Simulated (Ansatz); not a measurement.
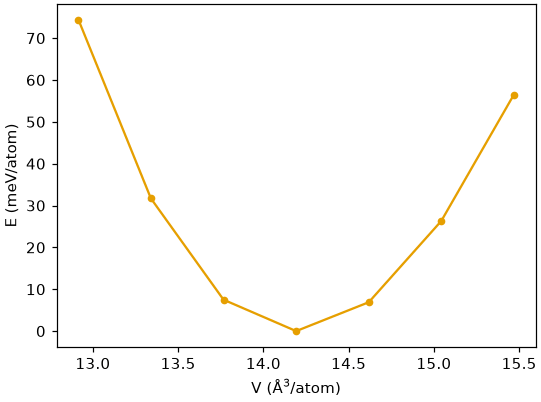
Figure. ZrO₂ (anatase, I4_1/amd) under volume change, PBEsol in the plane-wave PAW code Ansatz, shape and atoms relaxed at each volume.

What does a third-order Birch–Murnaghan fit give for V₀, B₀ and B′?

V₀ = 14.19 Å³/atom, B₀ = 179 GPa, B′ = 3.5.

The workflow started from a Materials Project entry (that database holds measured and hypothetical structures alike); the Crystallography Open Database copy checked does not list it. It is not the phase usual at ambient conditions (space group No. 14). The PBEsol relaxation kept the symmetry of its start; its stability against distortions is not shown here. No spin polarisation was allowed.

Potentials: the later of the program's two PAW sets.
